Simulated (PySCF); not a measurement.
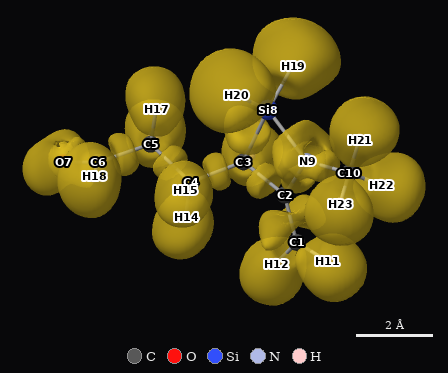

Figure 1: C₇H₁₃NOSi. Isosurface of the electron localisation function at 0.75 (yellow), seen at a tilt. Core shells and regions of very low density are left out.

Geometry: GFN2-xTB.

These are results of PBE0/pcSseg-1, SCF density, gas phase, non-relativistic (PySCF), not measurements.

```xyz
23

C    -1.6641   -1.8310   -0.3686
C    -1.2454   -0.6441    0.0356
C     0.0446   -0.2247    0.7104
C     1.2946   -0.5322   -0.1020
C     2.5440    0.0587    0.5531
C     3.7667   -0.1590   -0.2859
O     4.8181   -0.5797    0.1055
Si   -0.6526    1.5643    0.6821
N    -1.8839    0.5939   -0.0557
C    -3.1910    0.7820   -0.6161
H    -2.6166   -1.9740   -0.8471
H    -1.0560   -2.7059   -0.2272
H     0.1396   -0.6771    1.6991
H     1.4140   -1.6149   -0.1945
H     1.1817   -0.1251   -1.1096
H     2.7024   -0.3669    1.5455
H     2.4072    1.1394    0.6606
H     3.6226    0.1111   -1.3522
H    -1.0091    2.1812    1.9594
H    -0.0162    2.5261   -0.2205
H    -3.4659    1.8312   -0.5292
H    -3.9322    0.1756   -0.0871
H    -3.2072    0.4981   -1.6728
```

### Identify the bonds, lone pairs and shells in this picture.

At this value the surface marks out five regions between bonded C–C atoms (shared pairs), one region between bonded C–Si atoms (shared pairs), 13 regions around hydrogen nuclei, one region on N in which the atom's valence shell and bonds are merged and one region on O in which the atom's valence shell and bonds are merged. Along the contacts the grid gives the following. C–O (1.20 Å): the ELF peaks at about 0.85 between the atoms (a multiple bond). C–C (1.32 Å): the ELF peaks at about 0.95 between the atoms: a short, multiple covalent bond.
